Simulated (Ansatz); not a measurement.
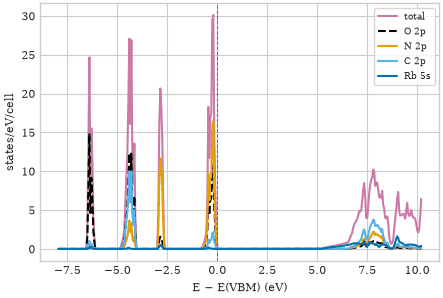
Figure. Total and projected density of states of RbCNO in space group Ima2 (No. 46; Rb on 4a, C on 4b, N on 4b, O on 4b), DFT-r²SCAN in the program Ansatz with PAW potentials

Which orbitals carry the states next to the gap?

Top 1 eV of the valence band: N 2p 54 %, O 2p 37 %, C 2p 7 %. Bottom 1 eV of the conduction band: Rb 5s 65 %, N 2s 9 %, O 2s 9 %, outside the projected shells 9 %. Projections are on Löwdin-orthogonalised atomic valence shells; empty p or d shells of many metals are not among them.

The workflow started from a Materials Project entry (that database holds measured and hypothetical structures alike); the Crystallography Open Database copy checked does not list it. With N and O taken as one species the cell has the higher symmetry I4/mcm, so it may be an ordered model of a mixed-site phase. Whether it is the stable phase at ambient conditions was not checked. The r²SCAN relaxation kept the symmetry of its start; its stability against distortions is not shown here. Scalar-relativistic: spin–orbit coupling is off unless named, which matters more the heavier the elements.

Potentials: the later of the program's two PAW sets.
